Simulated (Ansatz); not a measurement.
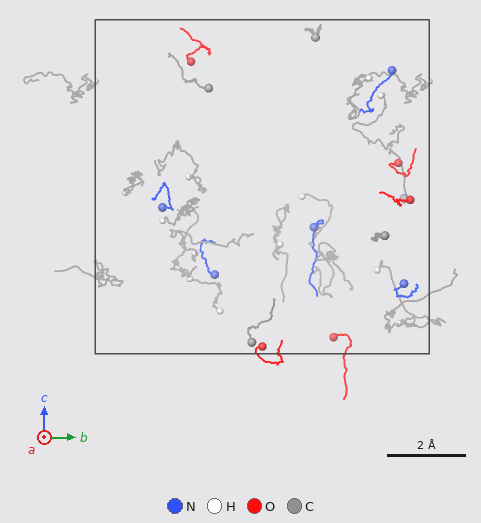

First-principles dynamics of a periodic cell with 5 NH3 + 5 CO at 0.593 g/cm³, 225 fs long. Lines trace each atom's path, in the colour of its element; spheres stand at the starting positions. Seen along the a axis in the simulation cell.

The calculation used Ansatz, DFT LDA, scalar-relativistic, plane waves, PAW. Run with plane-wave cutoff 420 eV; k-point mesh 1 × 1 × 1; Fermi-Dirac smearing 0.05 eV; low-accuracy preset; Langevin thermostat (NVT); set temperature 700 K; time step 0.75 fs; friction 0.02 per fs.

Input file:
```yaml
accuracy: low
crystal:
  lattice:
    - [8.574886, 0.0, 0.0]
    - [0.0, 8.574886, 0.0]
    - [0.0, 0.0, 8.574886]
  atoms:
    - { symbol: "N", position: [0.50681392, 0.88857081, 0.84906404] }
    - { symbol: H, position: [0.53779408, 1.00000482, 0.81651237] }
    - { symbol: H, position: [0.60259582, 0.81940052, 0.82549432] }
    - { symbol: H, position: [0.41996381, 0.8551053, 0.77327696] }
    - { symbol: "N", position: [0.45745326, 0.20108955, 0.4382655] }
    - { symbol: H, position: [0.5707725, 0.20202789, 0.39825774] }
    - { symbol: H, position: [0.4536372, 0.27966498, 0.52985832] }
    - { symbol: H, position: [0.44064719, 0.09056008, 0.48289914] }
    - { symbol: "N", position: [1.0839113, 0.65471997, 0.37907929] }
    - { symbol: H, position: [1.01088565, 0.70605712, 0.29795797] }
    - { symbol: H, position: [1.13005637, 0.55325409, 0.32788866] }
    - { symbol: H, position: [1.01240385, 0.61914806, 0.47093982] }
    - { symbol: "N", position: [0.46769678, 0.92427669, 0.21017295] }
    - { symbol: H, position: [0.38776696, 0.8443548, 0.25004301] }
    - { symbol: H, position: [0.42029111, 1.03283886, 0.22971809] }
    - { symbol: H, position: [0.47925608, 0.90781706, 0.09091844] }
    - { symbol: "N", position: [0.21070101, 0.3577206, 0.23713599] }
    - { symbol: H, position: [0.25539057, 0.37351406, 0.12748631] }
    - { symbol: H, position: [0.29496994, 0.29801841, 0.30089401] }
    - { symbol: H, position: [0.11800257, 0.28331878, 0.22465817] }
    - { symbol: O, position: [0.72399071, -0.05677325, 0.46090749] }
    - { symbol: C, position: [0.74422727, -0.13268786, 0.3536617] }
    - { symbol: O, position: [0.33521444, 0.28653185, 0.8749633] }
    - { symbol: C, position: [0.42689586, 0.33932805, 0.79537241] }
    - { symbol: O, position: [0.25089791, 0.90759115, 0.57150255] }
    - { symbol: C, position: [0.17279607, 0.92486244, 0.46540233] }
    - { symbol: O, position: [0.78816043, 0.5004728, 1.02179413] }
    - { symbol: C, position: [0.6595889, 0.46856366, 1.03432925] }
    - { symbol: O, position: [0.19481205, 0.71336543, 0.04954679] }
    - { symbol: C, position: [0.26186469, 0.6593344, -0.05224256] }
basis:
  ecutwfc: 420.0
kpoints:
  mp_grid: { grid: [1, 1, 1] }
hamiltonian:
  xc: lda
scf:
  occupations: { method: fermi_dirac, width: 0.05 }
  lower_state_search: "off"
md:
  timestep: 0.75
  n_steps: 300
  ensemble: nvt_langevin
  temperature: 700.0
  initial_velocities: maxwell_boltzmann
  seed: 315351
  friction: 0.02
```

Run as
```bash
ansatz run input.yaml --threads 1 --pin off --max-ram 3072MiB --backend cpu --events-out ev --progress --plain --runs-dir out
```

Question: Describe the motion.

Answer: Root-mean-square distances from the starting positions over the second half, with the common drift of all atoms taken out: H 1.35 Å, C 1.03 Å, N 0.95 Å, O 0.86 Å. The molecules turn and drift from their places. Over the second half the temperature averages 687 K (spread ±94 K). The potential energy in the second half lies on average 59.2 meV per atom above the first frame.

Limits of the set-up: the program's low-accuracy preset was used.
